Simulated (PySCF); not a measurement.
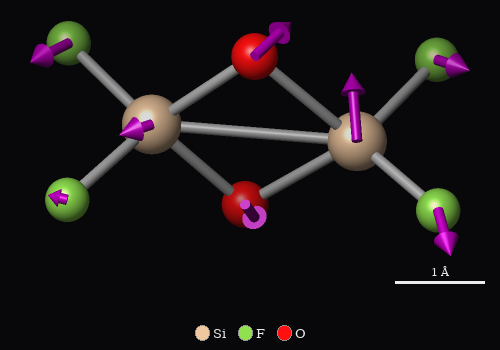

This is a relaxation of Si2O2F4. The starting structure is drawn; purple arrows show the displacements, magnified 10 times. The two geometries are superimposed by the best rigid fit.

The picture is a ball-and-stick view, seen from a free direction.

The start comes from GFN2-xTB. Its atoms were then displaced at random by about 0.03 Å.

Method: PBE0-D3(BJ)/def2-SVP geometry optimisation, gas phase (PySCF 2.14.0, density-fitted response routines). 

> Describe the change and its energy.

The energy falls by 16.0 kcal/mol in 10 geometry steps. The largest move after the best rigid fit is that of a Si atom, 0.082 Å. By element the largest moves are Si 0.082 Å, O 0.078 Å, F 0.068 Å. Some distances before and after: F–Si 1.467 → 1.588 Å, O–Si 1.595 → 1.674 Å, O–Si 1.742 → 1.674 Å, F–Si 1.647 → 1.588 Å. Among the angles between lasting bonds that change: F–Si–O 120.6° → 114.7°, F–Si–Si 120.9° → 126.6°, F–Si–Si 130.9° → 126.4°.
